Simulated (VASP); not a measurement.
Band structure of TiO2 (rutile). Level of theory: r2SCAN+rVV10, VASP's PBE PAW potentials (set 64) (plane waves; VASP).

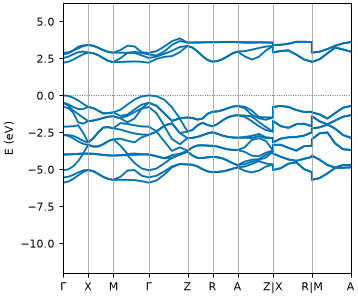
*Bands along high-symmetry lines, zero at the valence-band maximum or, without a gap, the Fermi level*

### Question
Read the plot: is there a gap, and where are the band edges?

### Answer
The gap is direct, 2.21 eV, from the valence maximum at Γ to the conduction minimum at Γ.

The compound is TiO2 in the rutile structure. It was relaxed first.
